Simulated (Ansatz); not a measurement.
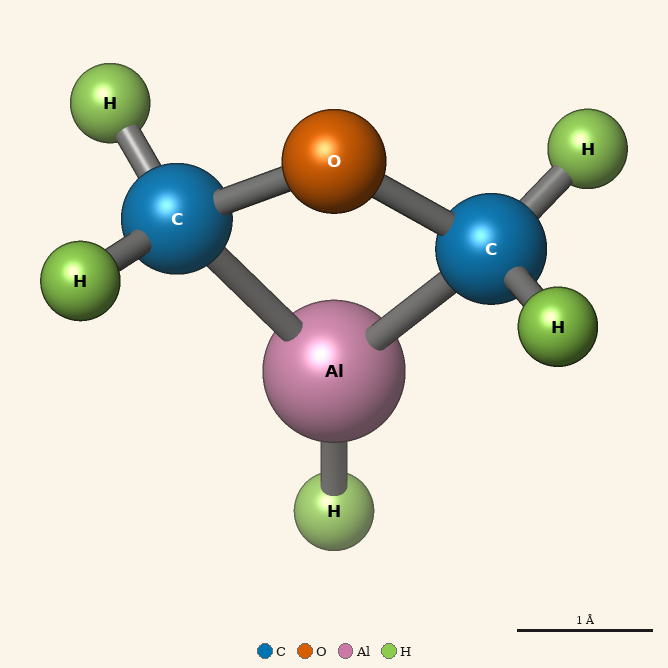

Depth is shown by fading: the farther an atom, the more it takes the colour of the background. The computed structure is the end point of a PBE0-D4/def2-TZVP optimisation. Masses are those of the most abundant isotopes; constants are for the rigid equilibrium geometry.

Classify the rotor and give the rotational constants (cm⁻¹).

Answer. An asymmetric top (C2v): A = 0.340, B = 0.219, C = 0.140 cm⁻¹. Ray's parameter κ is −0.21, nearer the prolate limit.
